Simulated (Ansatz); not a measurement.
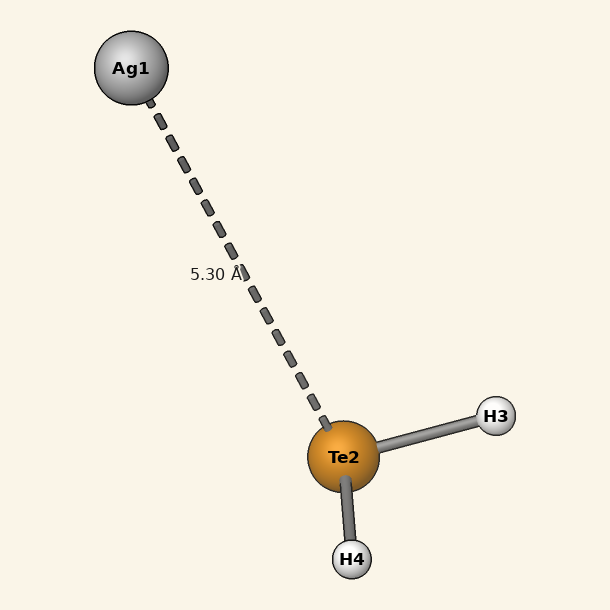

Two molecules or ions; the broken line marks their closest contact (measured against van der Waals radii). State: charge +1, singlet. Geometry: a pair of rigid molecules at a changed separation. Program: Ansatz 0.2.0.

> Which two species are they?

Ag and H2Te (`[Ag+].[TeH2]`).

Give the counterpoise-corrected interaction energy (kJ/mol, monomers kept as in the pair) with RHF-CCSD(T) (frozen core)/def2-TZVPPD.

```tsv
level	interaction energy (kJ/mol)
RHF-CCSD(T) (frozen core)/def2-TZVPPD	−17.8
```
